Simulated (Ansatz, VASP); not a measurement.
# KCl (Sylvite): VASP beside Ansatz

One calculation is typed for both programs; each brings its own data sets and cutoff. How far apart do they land?

Method: plane waves, with VASP 6.6.1 beside it; single point at PBE and single point at r2SCAN, in Ansatz 0.2.0.

### Step 1. Starting point

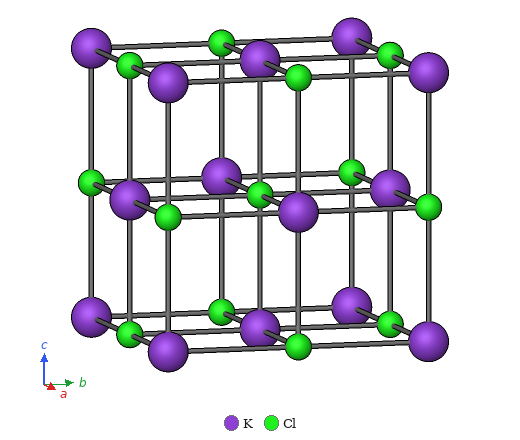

Start, viewed slightly off an axis; potassium purple, chlorine green. This picture shows the conventional cell, with its axes. Some periodic images of atoms are drawn too.

### Step 2. VASP: single point, PBE

A single point gives forces, pressure and levels at one fixed geometry, so differences don't come from the geometry; what else differs is listed under the comparison.

Lines of VASP's logs that name or quote its potential files are left out, and so is its time.

Input file INCAR:

```
SYSTEM = KCl
PREC = Accurate
ENCUT = 360
EDIFF = 1E-08
NELM = 100
ISMEAR = 0
SIGMA = 0.05
LREAL = .FALSE.
ALGO = Normal
GGA = PE
NBANDS = 14
LORBIT = 11
LWAVE = .TRUE.
LCHARG = .FALSE.
KPAR = 8
```

Input file POSCAR:

```
KCl
1.0
    0.0000000000      3.2081811574      3.2081811574
    3.2081811574      0.0000000000      3.2081811574
    3.2081811574      3.2081811574      0.0000000000
K Cl
1 1
Direct
    0.0000000000      0.0000000000      0.0000000000
    0.5000000000      0.5000000000      0.5000000000
```

Input file KPOINTS:

```
Automatic mesh
0
Gamma
4 4 4
0 0 0
```

The projector-augmented-wave data sets are K_sv_GW and Cl_GW (PBE family, release 64).

Launch:

```console
$ mpirun -np 8 vasp_std
```

Numbers of over 12 decimals in the logs are rounded to 6 here.

Output:

```text
[banner, memory and clock lines left out]
running    8 mpi-ranks, on    1 nodes
 distrk:  each k-point on    1 cores,    8 groups
 distr:  one band on    1 cores,    1 groups

 POSCAR found type information on POSCAR K Cl
 POSCAR found :  2 types and       2 ions
|                                                                             |
|           W    W    AA    RRRRR   N    N  II  N    N   GGGG   !!!           |
|           W    W   A  A   R    R  NN   N  II  NN   N  G    G  !!!           |
|           W    W  A    A  R    R  N N  N  II  N N  N  G       !!!           |
|           W WW W  AAAAAA  RRRRR   N  N N  II  N  N N  G  GGG   !            |
|           WW  WW  A    A  R   R   N   NN  II  N   NN  G    G                |
|           W    W  A    A  R    R  N    N  II  N    N   GGGG   !!!           |
|                                                                             |
|     For optimal performance we recommend to set                             |
|       NCORE = 2 up to number-of-cores-per-socket                            |
|     NCORE specifies how many cores store one orbital (NPAR=cpu/NCORE).      |
|     This setting can greatly improve the performance of VASP for DFT.       |
|     The default, NCORE=1 might be grossly inefficient on modern             |
|     multi-core architectures or massively parallel machines. Do your        |
|     Unfortunately you need to use the default for GW and RPA                |
|     calculations (for HF NCORE is supported but not extensively tested      |
|     yet).                                                                   |
|                                                                             |

 LDA part: xc-table for (Slater+PW92), standard interpolation
 POSCAR, INCAR and KPOINTS ok, starting setup
 FFT: planning ... GRIDC
 FFT: planning ... GRID_SOFT
 FFT: planning ... GRID
 WAVECAR not read
 entering main loop
       N       E                     dE             d eps       ncg     rms          rms(c)
DAV:   1     0.131952785615E+03    0.13195E+03   -0.48267E+03   224   0.721E+02
DAV:   2     0.470256071238E+01   -0.12725E+03   -0.11344E+03   318   0.295E+02
DAV:   3    -0.932478548762E+01   -0.14027E+02   -0.13827E+02   360   0.932E+01
DAV:   4    -0.975905804802E+01   -0.43427E+00   -0.43382E+00   314   0.154E+01
DAV:   5    -0.976979092758E+01   -0.10733E-01   -0.10731E-01   342   0.293E+00    0.294E+00
DAV:   6    -0.932740564974E+01    0.44239E+00   -0.59618E-01   322   0.489E+00    0.223E+00
DAV:   7    -0.927570053544E+01    0.51705E-01   -0.18620E-01   368   0.276E+00    0.119E+00
DAV:   8    -0.927923974609E+01   -0.35392E-02   -0.15701E-02   278   0.118E+00    0.152E-01
DAV:   9    -0.928008792192E+01   -0.84818E-03   -0.32046E-03   346   0.505E-01    0.821E-02
DAV:  10    -0.928027545193E+01   -0.18753E-03   -0.37689E-04   280   0.187E-01    0.197E-02
DAV:  11    -0.928027431289E+01    0.11390E-05   -0.18820E-05   336   0.438E-02    0.115E-02
DAV:  12    -0.928027611831E+01   -0.18054E-05   -0.77810E-06   260   0.244E-02    0.860E-03
DAV:  13    -0.928027308472E+01    0.30336E-05   -0.48238E-06   284   0.137E-02    0.185E-03
DAV:  14    -0.928027288034E+01    0.20438E-06   -0.93379E-07   280   0.710E-03    0.241E-03
DAV:  15    -0.928027279825E+01    0.82096E-07   -0.16020E-07   324   0.312E-03    0.733E-04
DAV:  16    -0.928027273973E+01    0.58522E-07   -0.10389E-08   228   0.860E-04    0.184E-04
DAV:  17    -0.928027274469E+01   -0.49604E-08   -0.67291E-10   160   0.286E-04
   1 F= -.92802727E+01 E0= -.92802727E+01  d E =-.977722E-17
 writing wavefunctions
```

From OUTCAR (step 2):

```text
ion  position               nearest neighbor table
   1  0.000  0.000  0.000-
   2  0.500  0.500  0.500-

  LATTYP: Found a face centered cubic cell.
 ALAT       =     6.4163623148

 Subroutine GETGRP returns: Found 48 space group operations
 (whereof 48 operations were pure point group operations)

The static configuration has the point symmetry O_h .

 Found      8 irreducible k-points:

   k-points           NKPTS =      8   k-points in BZ     NKDIM =      8   number of bands    NBANDS=     14

   dimension x,y,z NGX =    28 NGY =   28 NGZ =   28
   dimension x,y,z NGXF=    56 NGYF=   56 NGZF=   56

   ENCUT  =  360.0 eV  26.46 Ry    5.14 a.u.   7.02  7.02  7.02*2*pi/ulx,y,z

   NELECT =      16.0000    total number of electrons

 k-points in reciprocal lattice and weights: Automatic mesh
   0.00000000  0.00000000  0.00000000       0.016
   0.25000000  0.00000000  0.00000000       0.125
   0.50000000  0.00000000  0.00000000       0.062
   0.25000000  0.25000000  0.00000000       0.094
   0.50000000  0.25000000  0.00000000       0.375
  -0.25000000  0.25000000  0.00000000       0.188
   0.50000000  0.50000000  0.00000000       0.047
  -0.25000000  0.50000000  0.25000000       0.094

 average (electrostatic) potential at core
       1 -81.4759       2 -83.9580

 E-fermi :  -0.6435

 k-point     1 :       0.0000    0.0000    0.0000
  band No.  band energies     occupation
    ...
      4     -11.7281      2.00000
      5     -11.7281      2.00000
      6      -0.9287      2.00000
      7      -0.9287      2.00000
      8      -0.9287      2.00000
      9       4.0663      0.00000
     10       7.3989      0.00000
     11       7.3989      0.00000
     12       7.3989      0.00000
     13       8.2260      0.00000
    ...

 k-point     2 :       0.2500    0.0000    0.0000
  band No.  band energies     occupation
    ...
      4     -11.7324      2.00000
      5     -11.6175      2.00000
      6      -1.4599      2.00000
      7      -1.0740      2.00000
      8      -1.0740      2.00000
      9       5.2683      0.00000
     10       7.1532      0.00000
     11       8.0997      0.00000
     12       8.0997      0.00000
     13       8.9382      0.00000
    ...

 k-point     3 :       0.5000    0.0000    0.0000
  band No.  band energies     occupation
    ...
      4     -11.7365      2.00000
      5     -11.5174      2.00000
      6      -1.8842      2.00000
      7      -1.2103      2.00000
      8      -1.2103      2.00000
      9       6.4757      0.00000
     10       7.4372      0.00000
     11       9.3730      0.00000
     12       9.3730      0.00000
     13      10.1971      0.00000
    ...

  Total       -0.1541959     -0.1541959     -0.1541959     -0.0000000     -0.0000000     -0.0000000
  in kB       -3.7409052     -3.7409052     -3.7409052     -0.0000000     -0.0000000     -0.0000000
  external PRESSURE =      -3.7409052 kB  Pullay stress =       0.0000000 kB

  energy-cutoff  :      360.00
  volume of cell :       66.04
      direct lattice vectors                 reciprocal lattice vectors
     0.000000000  3.208181157  3.208181157    -0.155851548  0.155851548  0.155851548
     3.208181157  0.000000000  3.208181157     0.155851548 -0.155851548  0.155851548
     3.208181157  3.208181157  0.000000000     0.155851548  0.155851548 -0.155851548

 POSITION                                       TOTAL-FORCE (eV/Angst)
 -----------------------------------------------------------------------------------
      0.00000      0.00000      0.00000         0.000000      0.000000      0.000000
      3.20818      3.20818      3.20818        -0.000000     -0.000000     -0.000000
 -----------------------------------------------------------------------------------
    total drift:                                0.000000      0.000000      0.000000

  FREE ENERGIE OF THE ION-ELECTRON SYSTEM (eV)
  ---------------------------------------------------
  free  energy   TOTEN  =        -9.2802727447 eV

  energy  without entropy=       -9.2802727447  energy(sigma->0) =       -9.28027274

 total charge
# of ion       s       p       d       tot
------------------------------------------
    1        2.131   5.854   0.049   8.034
    2        1.571   3.513   0.001   5.084
--------------------------------------------------
tot          3.702   9.366   0.050  13.118

[... 3 further parts left out ...]
```

The run ends at a pressure of -0.37 GPa.

### Step 3. Ansatz: single point, PBE

Ansatz runs on its default PAW (the set named soft_2) files.

The same cell, functional, mesh and smearing now go to Ansatz, which takes its cutoff from its data sets.

Input file input.yaml:

```yaml
crystal:
  lattice:
    - [0.0, 3.2081811574, 3.2081811574]
    - [3.2081811574, 0.0, 3.2081811574]
    - [3.2081811574, 3.2081811574, 0.0]
  atoms:
    - { symbol: K, position: [0.0, 0.0, 0.0] }
    - { symbol: Cl, position: [0.5, 0.5, 0.5] }
hamiltonian:
  xc: pbe
  pseudopotentials: { kind: paw }
kpoints:
  mp_grid: { grid: [4, 4, 4] }
scf:
  occupations: { method: gaussian, width: 0.05 }
  n_extra_bands: 4
output:
  forces: true
  stress: true
  eigenvalues: true
```

Launch:

```console
$ ansatz run input.yaml --threads 2 --pin off --max-ram 4608MiB --backend cpu --events-out ev --progress --plain --runs-dir out
```

Output:

```text
scf.n_extra_bands = 4 over 8 filled bands (N_el = 16.0): the run solves 12 bands
Engine: ansatz 0.2.0, aarch64-unknown-linux-gnu
Pseudopotentials: kind: paw
Pseudopotential: K, paw, valence charge 9, recommended cutoff 420 eV (normal), K.paw.azcp
Pseudopotential: Cl, paw, valence charge 7, recommended cutoff 420 eV (normal), Cl.paw.azcp
Functional definition: PBE
  parameter kappa = 0.804
  parameter beta = 0.066725
  exchange = pbe_x(kappa = kappa, mu = beta*pi^2/3)
  correlation = pbe_c(beta = beta)
Crystal: 2 atoms, lattice volume = 66.040 Å³
Basis set: ecut = 420 eV, 1243 PW (Γ), exchange–correlation on 64×64×64 points (8 copies of the dense FFT grid, shifted against one another)
Bands: 12, of which v1, the nominal top of the filled ones, is band 8 counted from 1 (7 counted from 0)
Symmetry: 48 space group operations
Space group: Fm-3m (ITA 225), of the structure as read, at distance tolerance 4.0e-5 Å
k-points: 8 of 64
Non-local potential: K, projectors of the file, l = 0: 3, l = 1: 2, l = 2: 2
Non-local potential: Cl, projectors of the file, l = 0: 2, l = 1: 2, l = 2: 2
PAW form: soft (Blöchl's): semilocal exchange-correlation on the pseudo side does not see the compensation charge
PAW one-centre angular grid: K, 110 points (default); XC on 64 Gauss nodes
PAW one-centre angular grid: Cl, 110 points (default); XC on 64 Gauss nodes
Initial density: superposition of atomic densities (neutral atoms: chi_scale 0, normalization atom), corrected by the library's trained network
Initial wavefunctions: pseudopotential atomic-orbital guess
Functional: x = pbe(κ = 0.804, μ = 0.219515), c = pbe(β = 0.066725)
SCF iter   1: F=—  HF=-2621.225283 eV  |F-HF|=—  |Δ(HF+E_count)|=         —  Δρ=2.95e-4  dr2=5.77e-5  ethr=1.77e-3  ⟨swp⟩=5.6  Hψ=586  notcnv=0
preconditioner: auto → none  [insulator: Δε(μ)=4.984 eV  Ē_g=15.144 eV  σ=0.050 eV  W_gap=1.00  n_scr=14 (ndim 8)  ℏωp=17.1 eV  f_vac=0.102  D(μ)=0.00/eV (n_scr^D=0)  ε∞_Penn≈2.3]
SCF iter   2: F=—  HF=-2621.225141 eV  |F-HF|=—  |Δ(HF+E_count)|=   1.42e-4  Δρ=4.34e-4  dr2=1.88e-4  ethr=3.61e-7  ⟨swp⟩=2.5  Hψ=233  notcnv=0
SCF iter   3: F=—  HF=-2621.225100 eV  |F-HF|=—  |Δ(HF+E_count)|=   4.08e-5  Δρ=2.46e-4  dr2=5.85e-5  ethr=3.61e-7  ⟨swp⟩=2.0  Hψ=119  notcnv=0
SCF iter   4: F=—  HF=-2621.225085 eV  |F-HF|=—  |Δ(HF+E_count)|=   1.47e-5  Δρ=4.14e-5  dr2=9.22e-7  ethr=3.61e-7  ⟨swp⟩=2.0  Hψ=124  notcnv=0
SCF iter   5: F=—  HF=-2621.225089 eV  |F-HF|=—  |Δ(HF+E_count)|=   3.98e-6  Δρ=7.97e-5  dr2=6.22e-6  ethr=5.76e-9  ⟨swp⟩=2.5  Hψ=163  notcnv=0
SCF iter   6: F=—  HF=-2621.225087 eV  |F-HF|=—  |Δ(HF+E_count)|=   1.93e-6  Δρ=2.58e-5  dr2=6.38e-7  ethr=5.76e-9  ⟨swp⟩=2.0  Hψ=152  notcnv=0
SCF iter   7: F=-2621.225087 eV  HF=-2621.225087 eV  |F-HF|=7.76e-8  |Δ(HF+E_count)|=   1.70e-7  Δρ=9.93e-6  dr2=9.77e-8  ethr=6.25e-10  ⟨swp⟩=3.0  Hψ=363  notcnv=0
SCF 1 converged in 7 iterations: F = -2621.225087 eV  dr2 = 9.77e-8
  greatest PAW one-centre occupation: 0.987 electrons in one spin orbital (limit 2), on the K atom at site 0 (counted from 0), in its partial waves of l = 0
SCF converged after 7 iterations
Free energy (F): -2621.225087 eV
Harris-Foulkes:  -2621.225087 eV  (|F-HF|=7.76e-8)
Internal energy: -2621.225087 eV  (E = F + TS)
E sigma→0 (E₀):  -2621.225087 eV
Fermi energy:    2.976809 eV
--- Per-component energies (eV) ---
  E_band       = -138.299389
  E_kinetic    = 415.615321
  E_local      = -860.224133  (includes V_loc(G=0)·N_el)
  E_nonlocal   = 40.989110
  E_hartree    = 289.414338
  E_xc         = -243.001945
  E_vxc        = -287.783277  (∫ρ·V_xc dr)
  E_paw        = -1441.136250  (= ΣΔE_a)
  E_vpaw       = -25.721070  (= ΣTr[D̂ρ^β])
  E_aug_tail   = 0.000086  (compensation charges beyond the density's cutoff)
  E_ewald      = -822.881615
  E_smearing   = -0.000000  (= −TS)
  E_closure    = -0.000000  (closes the sum)
  Σ components = -2621.225087   (vs F -2621.225087, Δ=0.00e0)
--- Forces (eV/Å), atoms counted from 1 ---
  atom   1  K     -0.00000000     0.00000000    -0.00000000
  atom   2  Cl     0.00000000    -0.00000000    -0.00000000
  max |Σ_I F_I| component: 9.80e-30 eV/Å
--- Stress (GPa, compression-positive) ---
       -0.253206       0.000000      -0.000000
       -0.000000      -0.253206       0.000000
        0.000000      -0.000000      -0.253206
  P = ⅓ Tr σ = -0.2532 GPa (-2.532 kbar)
--- Band table (eV; the first three rows and the last of 8) ---
  k-point 0: bands = [... 4 lower, -10.3181, 0.4796, 0.4796, 0.4796, 5.4735, 8.8044, 8.8044, 8.8044]
  k-point 1: bands = [... 4 lower, -10.2069, -0.0518, 0.3342, 0.3342, 6.6776, 8.5602, 9.5059, 9.5059]
  k-point 2: bands = [... 4 lower, -10.1068, -0.4762, 0.1978, 0.1978, 7.8892, 8.8450, 10.7816, 10.7816]
  k-point 7: bands = [... 4 lower, -10.2399, 0.0386, 0.0386, 0.0451, 8.4161, 8.4161, 9.6512, 10.0713]
```

Elapsed: 0.82 s, on 2 threads of Arm Neoverse N1, shared host; peak memory 0.26 GiB; 1.3 s of CPU time.

The run ends at a pressure of -0.25 GPa.

### Step 4. Differences

Known differences besides the PAW data sets themselves: the cutoff is 420 eV in Ansatz and 360 eV in VASP; VASP leaves aspherical gradient terms in its spheres out (LASPH is not set), Ansatz keeps them. Total energies have different zeros and are not compared.

Compared:

| quantity | Ansatz | VASP | difference |
| --- | --- | --- | --- |
| gap on the k mesh (eV) | 4.994 | 4.995 | -0.001 |

### Step 5. Looking for the cause

An all-electron run, which needs no data sets, serves as referee.

| run | difference in gap on the k mesh (eV) |
| --- | --- |
| as above | -0.0011 |
| Ansatz's all-electron LAPW method | -0.0016 |

### Step 6. Ansatz: single point, r2SCAN

With cell and atoms fixed, the geometry can't cause a difference; cores, projectors, grids and the points listed under the comparison can.

input.yaml: that of step 3 with these lines changed.

```diff
@@ -9,3 +9,3 @@
 hamiltonian:
-  xc: pbe
+  xc: r2scan
   pseudopotentials: { kind: paw }
```

Output:

```text
[...]
Crystal: 2 atoms, lattice volume = 66.040 Å³
Basis set: ecut = 500 eV, 1687 PW (Γ), exchange–correlation on 144×144×144 points (64 copies of the dense FFT grid, shifted against one another)
Bands: 12, of which v1, the nominal top of the filled ones, is band 8 counted from 1 (7 counted from 0)
[... 1 set-up line as in the run before ...]
[...]
k-points: 8 of 64
[...]
--- Band table (eV; the first three rows and the last of 8) ---
  k-point 0: bands = [... 4 lower, -10.9706, 0.0627, 0.0627, 0.0627, 5.6893, 9.0469, 9.0469, 9.0469]
  k-point 1: bands = [... 4 lower, -10.8749, -0.4596, -0.0811, -0.0811, 6.8917, 8.7302, 9.7824, 9.7824]
  k-point 2: bands = [... 4 lower, -10.7855, -0.8859, -0.2167, -0.2167, 8.0086, 9.0726, 11.1707, 11.1707]
  k-point 7: bands = [... 4 lower, -10.9038, -0.3828, -0.3828, -0.3669, 8.5506, 8.5506, 10.1379, 10.5201]
[key lines of the parts left out:]
SCF converged after 6 iterations
Free energy (F): -2630.461069 eV
Fermi energy:    2.876237 eV
P = ⅓ Tr σ = -0.9641 GPa (-9.641 kbar)
```

It took 2.3 s on 2 threads; peak memory 0.46 GiB; 4.1 s of CPU time.

The run ends at a pressure of -0.96 GPa.

### Step 7. VASP: single point, r2SCAN

The same cell, functional, mesh and smearing now go to VASP, with its own data sets and cutoff.

Input file INCAR:

```
SYSTEM = KCl
PREC = Accurate
ENCUT = 360
EDIFF = 1E-06
NELM = 100
ISMEAR = 0
SIGMA = 0.05
LREAL = .FALSE.
ALGO = Normal
METAGGA = R2SCAN
LASPH = .TRUE.
NBANDS = 14
LWAVE = .FALSE.
LCHARG = .FALSE.
KPAR = 8
```

POSCAR is that of step 2.

KPOINTS is that of step 2.

Launch:

```console
$ mpirun -np 8 vasp_std
```

Output:

```text
[banner, memory and clock lines left out]
running    8 mpi-ranks, on    1 nodes
[...]
[... a notice as in an earlier step ...]

|                                                                             |
|               ----> ADVICE to this user running VASP <----                  |
|                                                                             |
|     You enforced a specific xc type in the INCAR file but a different       |
|     [... a line on the potential file left out ...]
|     I HOPE YOU KNOW WHAT YOU ARE DOING!                                     |
|                                                                             |

 LDA part: xc-table for (None), standard interpolation
 POSCAR, INCAR and KPOINTS ok, starting setup
[...]
entering main loop
       N       E                     dE             d eps       ncg     rms          rms(c)
DAV:   1     0.116322575427E+03    0.11632E+03   -0.49326E+03   224   0.737E+02
DAV:   2    -0.118722450768E+02   -0.12819E+03   -0.11189E+03   342   0.302E+02
DAV:   3    -0.247849275129E+02   -0.12913E+02   -0.12819E+02   364   0.975E+01
DAV:   4    -0.249623715560E+02   -0.17744E+00   -0.17721E+00   286   0.112E+01
[...]
DAV:  12    -0.189377257084E+02    0.53834E-05   -0.37656E-05   324   0.525E-02    0.588E-03
DAV:  13    -0.189377233267E+02    0.23817E-05   -0.12195E-06   256   0.948E-03    0.637E-04
DAV:  14    -0.189377231480E+02    0.17872E-06   -0.10845E-07   154   0.377E-03
   1 F= -.18937723E+02 E0= -.18937723E+02  d E =-.108163E-10
```

From OUTCAR (step 7):

```text
  Total       -0.4699922     -0.4699922     -0.4699922      0.0000000     -0.0000000     -0.0000000
  in kB      -11.4023549    -11.4023549    -11.4023549      0.0000000     -0.0000000     -0.0000000
  external PRESSURE =     -11.4023549 kB  Pullay stress =       0.0000000 kB

  FREE ENERGIE OF THE ION-ELECTRON SYSTEM (eV)
  ---------------------------------------------------
  free  energy   TOTEN  =       -18.9377231480 eV

  energy  without entropy=      -18.9377231480  energy(sigma->0) =      -18.93772315

[... 3 parts as in an earlier step ...]

[... 1 further part left out ...]
[key lines of the parts left out:]
E-fermi :  -1.1362
```

The run ends at a pressure of -1.14 GPa.

### Step 8. Differences

What differs besides the data sets and the points named for the pairs above, as far as they apply: VASP keeps PBE cores, Ansatz makes them for the functional; the cutoff is 500 eV in Ansatz and 360 eV in VASP. Total energies have different zeros and are not compared.

Both answers:

| quantity | Ansatz | VASP | difference |
| --- | --- | --- | --- |
| gap on the k mesh (eV) | 5.627 | 5.638 | -0.011 |

### Step 9. Results

| Quantity | Value |
| --- | --- |
| difference in gap on the k mesh (single point, PBE) | -0.0011 eV |
| difference in gap on the k mesh (single point, r2SCAN) | -0.011 eV |

In words: The difference in gap on the k mesh is -0.011 eV (single point, r2SCAN), within the 0.08 eV picked in this series as the mark of a large difference. For single point, PBE: no further run halves the difference in gap on the k mesh; only Ansatz's side was varied. The all-electron run, which needs no data set, lies 0.0016 eV from VASP and 4.3e-4 eV from Ansatz's PAW result, so it sides with Ansatz. How closely two codes agree says nothing of how well the functional describes the real material.

[Lines on the potential files, build, host, timing and source positions are cut from VASP's logs without a mark.]

[Logs are printed without paths, hosts, clocks, repeated set-up lines and the standing remarks that a program may print on its own settings, such as how far it seeks lower states.]

[Hosts, paths, dates, database ids (printed as entryN), source tags and the programs' standing remarks are cut or masked in the printed files.]
